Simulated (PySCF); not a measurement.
## Electronic structure of C₄H₁₀ (SMILES CCCC) in real space

```xyz
14

C     1.8806   -0.5143    0.3725
C     0.4462   -0.0700    0.6097
C    -0.4464   -0.2169   -0.6160
C    -1.8807    0.2280   -0.3789
H     2.3524    0.0721   -0.4325
H     2.4989   -0.3962    1.2754
H     1.9263   -1.5745    0.0748
H     0.4338    0.9839    0.9410
H     0.0110   -0.6483    1.4444
H    -0.4344   -1.2709   -0.9469
H    -0.0111    0.3610   -1.4509
H    -1.9262    1.2887   -0.0831
H    -2.4995    0.1083   -1.2812
H    -2.3521   -0.3569    0.4274
```

Geometry: PBE0-D3(BJ)/def2-SVP.

All numbers below come from DFT single point, gas phase, functional PBE0 (PySCF 2.14.0, density-fitted response routines).

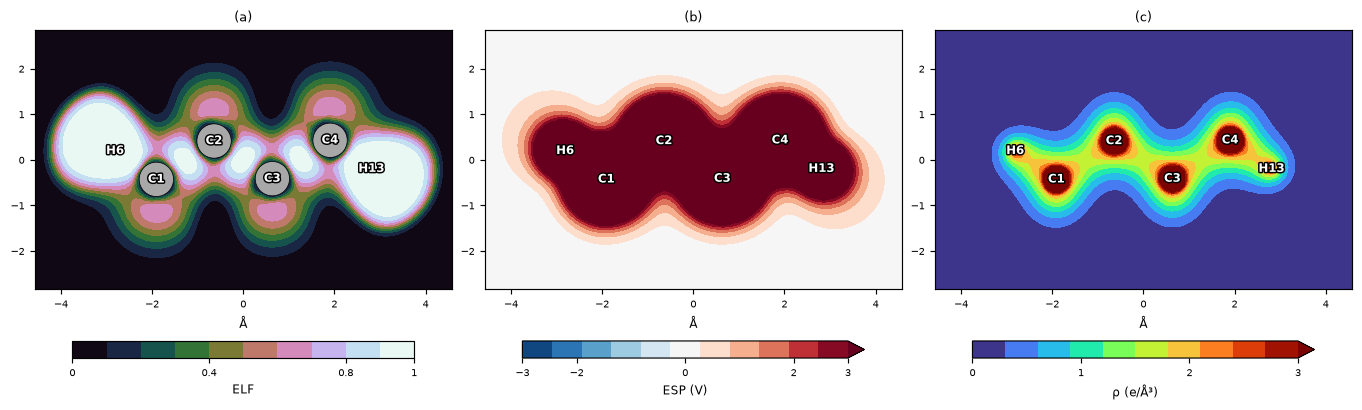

Figure 1. (a) ELF; (b) molecular electrostatic potential; (c) electron density on the plane of atoms C3, C4 and H13. Grey discs cover the atomic cores in the ELF map.

> What do the fields say about this system?

The section cuts through C and H sites. C–C (1.52 Å): ρ is about 1.7 e/Å³ halfway; the ELF peaks at about 0.95 between the atoms (a shared electron pair). C–H (1.10 Å): the density is about 1.9 e/Å³ at the midpoint; the ELF climbs to about 1 towards the hydrogen, as it does in any bond to H: a covalent bond by its length. The potential has no marked negative region in this plane.

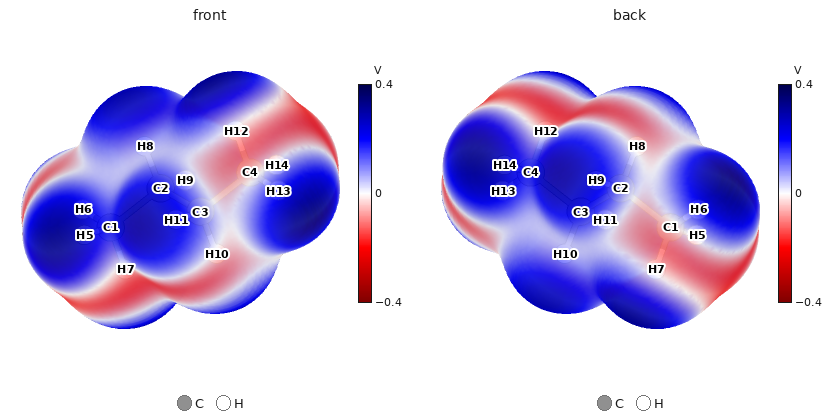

Figure 2. The molecular electrostatic potential painted on the density surface at 0.001 e/bohr³, seen from the front and from behind; red is negative and blue positive.

> Describe the electrostatic potential map.

The surface potential is weak everywhere (between −0.2 and +0.3 V): the molecule has no strongly electron-rich or electron-poor site.

> How polar is the molecule by this calculation?

Its dipole moment is zero.
